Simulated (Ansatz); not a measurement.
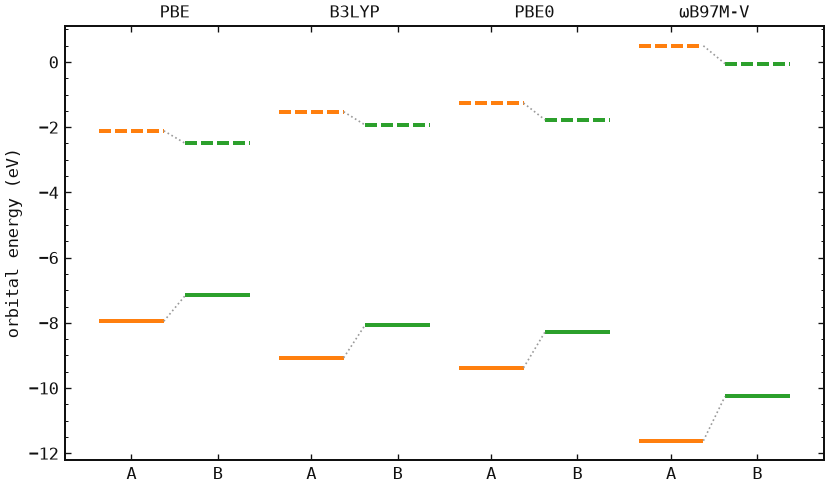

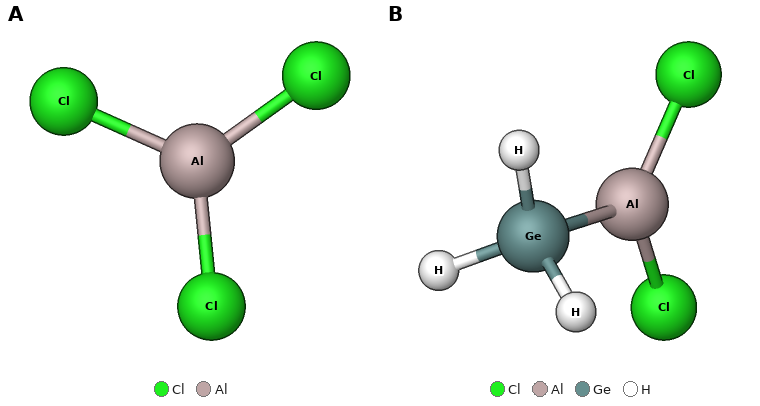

One change: A, AlCl₃ (SMILES [Cl][Al]([Cl])[Cl]), becomes B, AlGeH₃Cl₂ (SMILES [Cl][Al]([Cl])[GeH3]). Cl on Al is replaced by GeH₃. HOMO (solid) and LUMO (dashed) computed in def2-TZVPP at PBE0-D4/def2-TZVP geometries, both minima by their frequencies, gas phase, the Ansatz code. Empty levels above zero depend strongly on the basis.

Q: What does the change do to HOMO and LUMO?

A: PBE: the HOMO rises by 0.80 eV, the LUMO falls by 0.39 eV, and the separation goes from 5.84 to 4.66 eV. B3LYP: the HOMO rises by 1.01 eV, the LUMO falls by 0.41 eV, and the separation goes from 7.55 to 6.13 eV. PBE0: the HOMO rises by 1.10 eV, the LUMO falls by 0.52 eV, and the separation goes from 8.12 to 6.50 eV. ωB97M-V: the HOMO rises by 1.36 eV, the LUMO falls by 0.55 eV, and the separation goes from 12.11 to 10.21 eV.

Q: Do the functionals agree on the effect?

A: They agree on the direction for both levels; the HOMO shift lies between 0.80 and 1.36 eV and the LUMO shift between −0.55 and −0.39 eV, while the separations themselves differ by up to 6.3 eV between functionals.
